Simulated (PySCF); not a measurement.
C6H16AlNO

```xyz
25

C     2.6884    0.0067    0.6389
O     1.3503   -0.3925    0.6781
C     0.5932   -0.0963   -0.4527
C     0.4435    1.4076   -0.6689
C    -0.2523    2.0457    0.5374
Al   -1.5640    0.6762    1.1882
N    -0.7409   -0.6927   -0.1856
C    -0.6485   -2.0585    0.3484
C    -1.5574   -0.7005   -1.4054
H     2.8044    1.1019    0.7172
H     3.1897   -0.3348   -0.2872
H     3.1883   -0.4571    1.4996
H     1.0387   -0.5973   -1.3442
H    -0.1283    1.5731   -1.5955
H     1.4447    1.8221   -0.8845
H    -0.6849    3.0199    0.2621
H     0.4839    2.2432    1.3353
H    -1.3544    0.0065    2.6312
H    -3.0833    0.7568    0.6546
H    -0.0599   -2.0578    1.2698
H    -1.6636   -2.4152    0.5694
H    -0.1807   -2.7368   -0.3874
H    -1.7420    0.3200   -1.7596
H    -2.5315   -1.1505   -1.1781
H    -1.0632   -1.2823   -2.2040
```

Geometry: PBE0-D3(BJ)/def2-SVP.

Theory: PBE0/pcSseg-1, SCF density, gas phase, non-relativistic in PySCF.

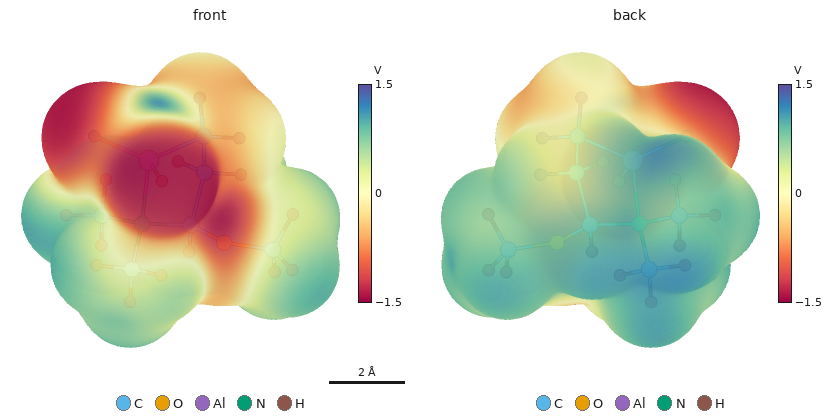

Figure 1. The molecular electrostatic potential painted on the density surface at 0.002 e/bohr³, seen from the front and from behind; the colour scale runs from red (negative) to blue (positive).

> Which sites attract a positive test charge, and which a negative one?

A positive charge is drawn to the negative regions and a negative charge to the positive ones. The most negative region (about −1.4 V) lies over O2, H18 and H19, the most positive (about +1.1 V) over Al6, H13, H22 and H25.

> What dipole moment does the calculation give?

Its dipole moment is 5.17 D.

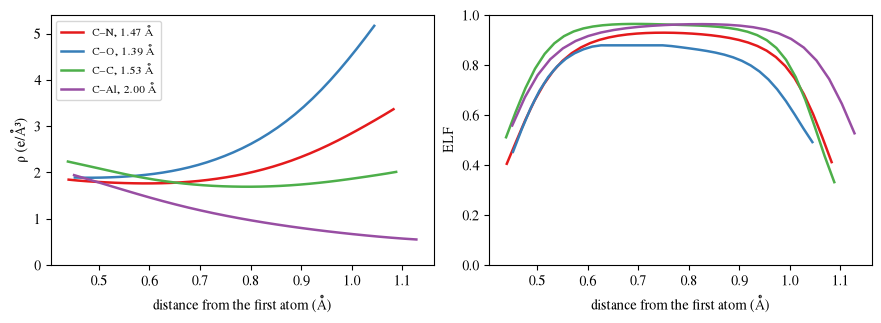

Figure 2. Total electron density and ELF along straight lines between neighbouring atoms. The curves leave out the atomic cores.

> Compare the contacts.

C–N (1.47 Å): the density is about 1.9 e/Å³ at the midpoint; the ELF peaks at about 0.95 between the atoms (a covalent bond).
C–O (1.39 Å): ρ is about 2.2 e/Å³ halfway, with its minimum of 1.9 e/Å³ about 0.5 Å from C; the ELF peaks at about 0.90 between the atoms; a shared but strongly polarised pair.
C–C (1.53 Å): ρ at the midpoint is about 1.7 e/Å³; the ELF peaks at about 0.95 between the atoms (a shared electron pair).
C–Al (2.00 Å): the density is about 0.67 e/Å³ at the midpoint; the ELF peaks at about 0.95 between the atoms: a polar covalent bond.
